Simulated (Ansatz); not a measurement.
**C2HClF2 (SMILES FC(F)=CCl) at B2PLYP/6-31G(d) (spherical functions)**

What is the electronic atomisation energy of C2HClF2 at B2PLYP/6-31G* (spherical functions)? 

The calculation is run with Ansatz 0.2.0.

68 further runs of the same task are left out: 68 set aside as unsound or not needed.

## Step 1: The molecule

C2HClF2: 6 atoms, total charge 0, spin state singlet. As SMILES, `FC(F)=CCl`. Geometry: relaxed at PBE0-D4/def2-TZVP.

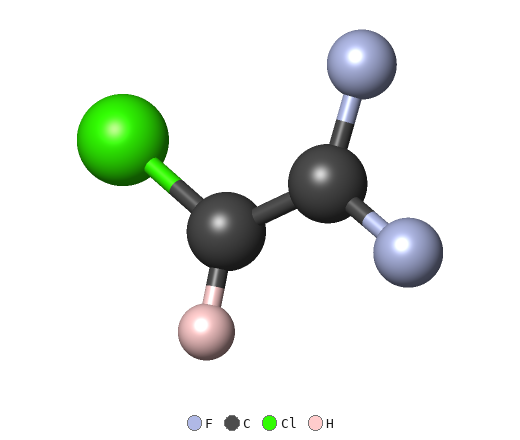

Viewed from a chosen angle; fluorine light blue, carbon dark grey, chlorine green, hydrogen pink.

## Step 2: The energy at B2PLYP/6-31G(d) (spherical functions)

Input file job.yaml:

```yaml
crystal:
  periodic: [false, false, false]
  atoms:
    - {symbol: F, position_ang: [0.901010, -0.810380, 1.342040]}
    - {symbol: C, position_ang: [0.267650, -0.562200, 0.220370]}
    - {symbol: F, position_ang: [0.192510, -1.632620, -0.522730]}
    - {symbol: C, position_ang: [-0.218360, 0.626770, -0.086550]}
    - {symbol: Cl, position_ang: [-1.039010, 0.926430, -1.552100]}
    - {symbol: H, position_ang: [-0.103800, 1.452000, 0.598970]}
basis:
  gaussian:
    orbitals: 6-31G_st_-spherical.json
correlation:
  frozen_orbitals: {C: 1, Cl: 5, F: 1, H: 0}
hamiltonian:
  xc: {name: B2PLYP}
accuracy: high
output: {orbitals: {seedname: orbitals}}
```

The basis set 6-31G* is read from a file made from the Basis Set Exchange's data (not shown).

On the command line:

```console
$ ansatz run job.yaml --threads 1 --pin off --max-ram 3480MiB --events-out events.jsonl --progress --plain --runs-dir runs
```

Log:

```text
Warning: RAYON_NUM_THREADS=1 ignored (pool sized by the plan → 1); use --threads N
Functional definition: B2PLYP
  name "B2PLYP"
  parameter a = 0.53
  parameter c = 0.27
  exchange = (1 - a)*b88_x + a*exact_x
  correlation = (1 - c)*lyp_c + c*(mp2_os + mp2_ss)
1683 factors; integrals over basis functions are off by at most 5.4e-9 eV
mean field evaluation 1: about -20026.2257 eV, gradient 2.9e1 eV
mean field evaluation 2: about -20026.2786 eV, gradient 2.9e1 eV
mean field evaluation 4: about -20027.8189 eV, gradient 2.7e0 eV
mean field evaluation 8: about -20027.8383 eV, gradient 8.4e-2 eV
mean field evaluation 16: about -20027.8383 eV, gradient 4.2e-5 eV
mean field -20027.83831247 eV, -736.0094826270 hartree, gradient 8.3e-8 eV, S^2 0.000000; 0 other end points of the search recorded, 0 dependent functions left out
9 core orbitals not correlated: weight in the atoms' cores, before any rotation towards them, 1.000 or more for the frozen orbitals, at most 0.000 for the correlated occupied ones
reference -20027.83833104 eV, -736.0094833094 hartree; 15, 15 occupied and 52, 52 virtual orbitals, 1683 factors
second order -23.61012462 eV of doubles, -0.00000000 eV of singles
Total energy: -20034.21306469 eV, -736.2437504500 hartree
```

Wall time 8.1 s (1 thread of Arm Neoverse V1, shared host); peak memory 0.23 GiB.

## Step 3: The C atom at the same level

Input file run.yaml:

```yaml
crystal:
  periodic: [false, false, false]
  atoms:
    - {symbol: C, position_ang: [0.000000, 0.000000, 0.000000]}
basis:
  gaussian:
    orbitals: 6-31G_st_-spherical.json
magnetization:
  spin_polarized: true
  initial_magnetization: 2
hamiltonian:
  xc: {name: B2PLYP}
correlation:
  frozen_orbitals: {C: 1}
accuracy: high
```

The basis set 6-31G* is read from a file made from the Basis Set Exchange's data (not shown).

On the command line:

```console
$ ansatz run run.yaml --threads 1 --pin off --max-ram 3480MiB --events-out events.jsonl --progress --plain --runs-dir runs
```

Log:

```text
Warning: RAYON_NUM_THREADS=1 ignored (pool sized by the plan → 1); use --threads N
[... 6 set-up lines as earlier in the session ...]
96 factors; integrals over basis functions are off by at most 1.1e-9 eV
mean field evaluation 1: about -1028.2752 eV, gradient 3.8e0 eV
mean field evaluation 2: about -1028.2754 eV, gradient 3.8e0 eV
mean field evaluation 4: about -1028.3670 eV, gradient 3.4e-2 eV
mean field evaluation 8: about -1028.3670 eV, gradient 8.3e-6 eV
mean field -1028.36695059 eV, -37.7917883820 hartree, gradient 8.5e-8 eV, S^2 2.002846; 0 other end points of the search recorded, 0 dependent functions left out
1 core orbitals not correlated: weight in the atoms' cores, before any rotation towards them, 1.000 or more for the frozen orbitals, at most 0.000 for the correlated occupied ones
reference -1028.36696200 eV, -37.7917888015 hartree; 3, 1 occupied and 10, 12 virtual orbitals, 96 factors
second order -1.70518574 eV of doubles, -0.00000000 eV of singles
Total energy: -1028.82736216 eV, -37.8087081950 hartree
```

Run time: 0.3 s. Hardware: 1 thread of Arm Neoverse V1, shared host.

## Step 4: The Cl atom, same level

Input file job.yaml:

```yaml
crystal:
  periodic: [false, false, false]
  atoms:
    - {symbol: Cl, position_ang: [0.000000, 0.000000, 0.000000]}
basis:
  gaussian:
    orbitals: 6-31G_st_-spherical.json
correlation:
  frozen_orbitals: {Cl: 5}
hamiltonian:
  xc: {name: B2PLYP}
magnetization:
  spin_polarized: true
  initial_magnetization: 1
accuracy: high
```

The basis set 6-31G* is read from a file made from the Basis Set Exchange's data (not shown).

Run the same way, it converges to -459.97217 Eh (log not shown).

## Step 5: The F atom, same level

Input file molecule.yaml:

```yaml
crystal:
  periodic: [false, false, false]
  atoms:
    - symbol: F
      position_ang: [0.000000, 0.000000, 0.000000]
basis:
  gaussian: {orbitals: 6-31G_st_-spherical.json}
magnetization: {spin_polarized: true, initial_magnetization: 1}
hamiltonian: {xc: {name: B2PLYP}}
correlation: {frozen_orbitals: {F: 1}}
accuracy: high
```

The basis set 6-31G* is read from a file made from the Basis Set Exchange's data (not shown).

Run the same way, it converges to -99.64373 Eh (log not shown).

## Step 6: The H atom, same level

Input file job.yaml:

```yaml
crystal:
  periodic: [false, false, false]
  atoms:
    - {symbol: H, position_ang: [0.000000, 0.000000, 0.000000]}
basis:
  gaussian:
    orbitals: "6-31G*"
hamiltonian:
  xc: {name: B2PLYP}
accuracy: high
magnetization:
  spin_polarized: true
  initial_magnetization: 1
correlation:
  frozen_orbitals: {H: 0}
```

Run the same way, it converges to -0.49692 Eh (log not shown).

## Step 7: Results

Level: B2PLYP/6-31G* (spherical functions), 9 core orbitals frozen.

```
                                     quantity          value
                       molecule: total energy  -736.24375 Eh
  molecule: HOMO energy (SCF part's orbitals)       -8.31 eV
  molecule: LUMO energy (SCF part's orbitals)        2.13 eV
molecule: HOMO–LUMO gap (SCF part's orbitals)       10.44 eV
                         C atom: total energy   -37.80871 Eh
                                 C atom: ⟨S²⟩          2.003
                        Cl atom: total energy  -459.97217 Eh
                                Cl atom: ⟨S²⟩          0.753
                         F atom: total energy   -99.64373 Eh
                                 F atom: ⟨S²⟩          0.752
                         H atom: total energy    -0.49692 Eh
                                 H atom: ⟨S²⟩          0.750
                electronic atomisation energy      23.668 eV
```

**Reading.** Taking the molecule apart into free atoms costs 23.67 eV (2284 kJ/mol), before zero-point energy and without spin-orbit coupling.
